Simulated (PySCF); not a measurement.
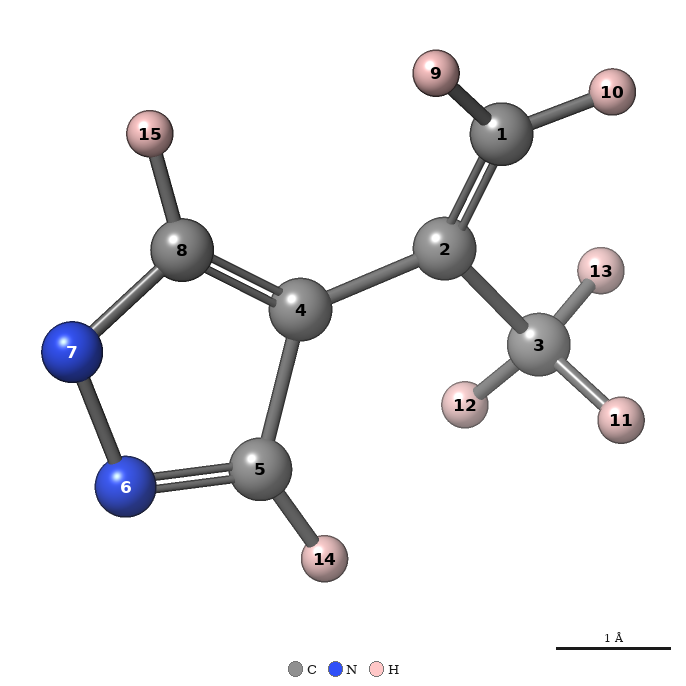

Orthographic view. Depth is shown by fading: the farther an atom, the more it takes the colour of the background. State: charge −1, singlet. Geometry: a frame of a GFN2-xTB molecular-dynamics simulation, not a minimum.

Write a MOL file (V2000) with the atoms in numerical order, bonds sorted by atom number with the orders drawn, and coordinates in the frame of the picture: x right, y up, z towards the viewer, origin at the mean position.

```
C6H7N2
                    3D

 15 15  0  0  0  0  0  0  0  0999 V2000
    1.1100    1.4900    0.5600 C   0  0  0  0  0  0  0  0  0  0  0  0
    0.6100    0.4800   -0.1400 C   0  0  0  0  0  0  0  0  0  0  0  0
    1.4400   -0.3600   -1.1600 C   0  0  0  0  0  0  0  0  0  0  0  0
   -0.6600   -0.0600    0.1400 C   0  0  0  0  0  0  0  0  0  0  0  0
   -1.0200   -1.4600    0.0200 C   0  0  0  0  0  0  0  0  0  0  0  0
   -2.2100   -1.6200    0.5500 N   0  0  0  0  0  0  0  0  0  0  0  0
   -2.6800   -0.4300    1.0600 N   0  0  0  0  0  0  0  0  0  0  0  0
   -1.7100    0.4700    0.8800 C   0  0  0  0  0  0  0  0  0  0  0  0
    0.5300    2.0300    1.3400 H   0  0  0  0  0  0  0  0  0  0  0  0
    2.0900    1.8600    0.4100 H   0  0  0  0  0  0  0  0  0  0  0  0
    2.1600   -1.0300   -0.6700 H   0  0  0  0  0  0  0  0  0  0  0  0
    0.7900   -0.9000   -1.8000 H   0  0  0  0  0  0  0  0  0  0  0  0
    1.9900    0.2900   -1.8100 H   0  0  0  0  0  0  0  0  0  0  0  0
   -0.4500   -2.2500   -0.4900 H   0  0  0  0  0  0  0  0  0  0  0  0
   -1.9900    1.5000    1.0900 H   0  0  0  0  0  0  0  0  0  0  0  0
  1  2  2  0
  1  9  1  0
  1 10  1  0
  2  3  1  0
  2  4  1  0
  3 11  1  0
  3 12  1  0
  3 13  1  0
  4  5  1  0
  4  8  2  0
  5  6  2  0
  5 14  1  0
  6  7  1  0
  7  8  1  0
  8 15  1  0
M  CHG  1   7  -1
M  END
```
